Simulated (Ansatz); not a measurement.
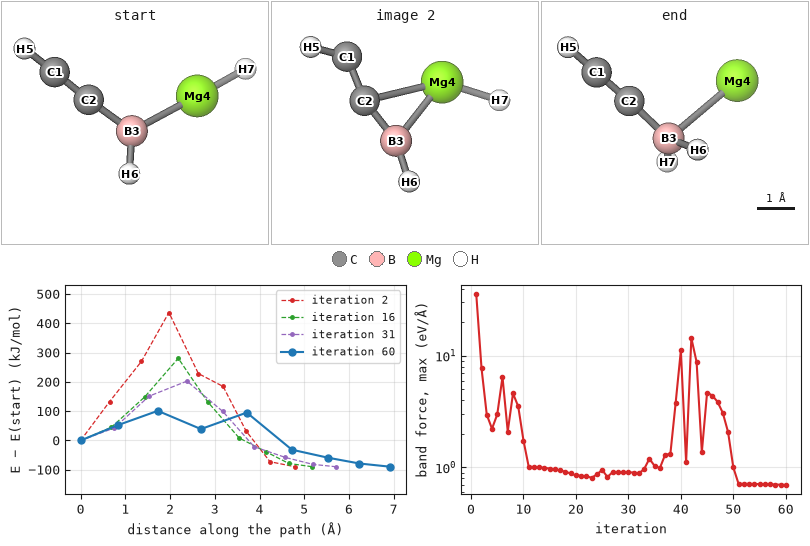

A search for the minimum-energy path of C$_{2}$H$_{3}$BMg by the nudged elastic band. Images are numbered from 0 (start) to 8 (end). The plot follows the band through its iterations. The picture is a ball-and-stick view, seen at a tilt.

The calculation used Ansatz 0.2.0, RKS B3LYP-D4/def2-SVP. Run with 7 movable images; climbing image from the first iteration; force threshold 0.03 eV/Å; iteration limit 60; optimiser FIRE; starting path through a guess of the saddle point.

### Judge this run.

The result isn't final. The band hadn't converged when the run stopped after 60 iterations. The largest component of the band force went from 36 to 0.7 eV/Å. The barrier read from it is provisional, though the highest image hardly moved in the last two iterations. The first iteration put the highest image at 831.3 kJ/mol. Forward barrier 101.2 kJ/mol, backward barrier 190.7 kJ/mol, with image 2 at the top; the reaction energy is −89.5 kJ/mol. The profile has 2 maxima (images 2, 4) with a dip at image 3 (+39.1 kJ/mol), which on an unconverged band is provisional.
